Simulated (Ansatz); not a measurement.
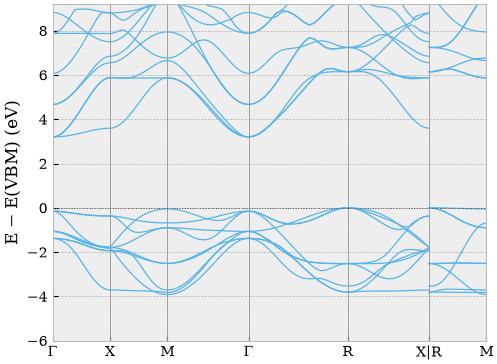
*Band structure from DFT-LDA in the program Ansatz with PAW potentials*

### Question
Read off the gap and where the band edges lie.

### Answer
About 3.2 eV (3.20 eV by a search for the band edges); maximum at R, minimum at Γ.

The material is BaZrO₃ (cubic perovskite, space group No. 221).

Space group Pm-3m (cubic perovskite). Symmetry was held in the LDA relaxation. At this level the phase is dynamically unstable (imaginary phonons). The run is not spin-polarised. Spin–orbit coupling is left out wherever it is not named.

Potentials: the later of the program's two PAW sets.
